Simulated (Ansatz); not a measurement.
Ta3Se2 (R-3m, No. 166): the geometry relaxed with DFT PBE, scalar-relativistic, plane waves, PAW in Ansatz 0.2.0; the starting structure was generated, so it need not be a known form of this composition.

```xyz
15
Lattice="3.3170 0.0000 0.0000 -1.6585 2.8726 0.0000 0.0000 0.0000 29.6202" Properties=species:S:1:pos:R:3 pbc="T T T"
Ta    0.0000    0.0000    0.0000
Ta    0.0000    1.9151   25.6371
Ta    0.0000    0.0000   23.7299
Se    1.6585    0.9575   21.6252
Se    1.6585    0.9575   27.7419
Ta    1.6585    0.9575    9.8734
Ta    0.0000    0.0000    5.8903
Ta    1.6585    0.9575    3.9831
Se    0.0000    1.9151    1.8783
Se    0.0000    1.9151    7.9951
Ta    0.0000    1.9151   19.7468
Ta    1.6585    0.9575   15.7637
Ta    0.0000    1.9151   13.8565
Se    0.0000    0.0000   11.7518
Se    0.0000    0.0000   17.8685
```

What will an iDPC-like image along [100] show? Simulated as the projected potential of neutral atoms (B = 0.8 Å²) blurred by a 0.96 Å probe, the thin-sample limit of integrated differential phase contrast. The display is stretched by a gamma of 0.8; percentages refer to the linear signal.

Answer. The columns repeat on an oblique net of 2.87 × 9.92 Å with an angle of 96° (plane group p2). The brightest columns hold 1 Ta per repeat; in falling brightness follow 1 Se (about 60 %). Brightness is counted from the darkest point of the image. The closest visible columns (Ta and Se) are 2.11 Å apart in projection. Along the beam the structure repeats every 3.32 Å.

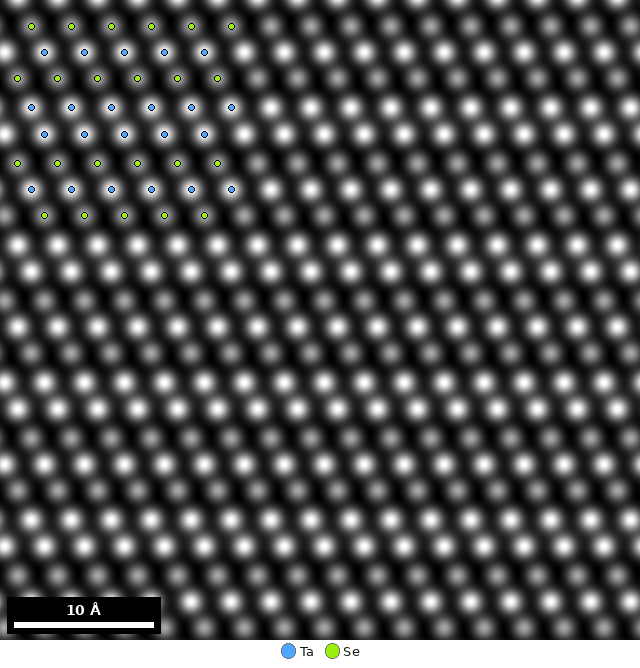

The simulated image, with the columns of the model marked in one corner.
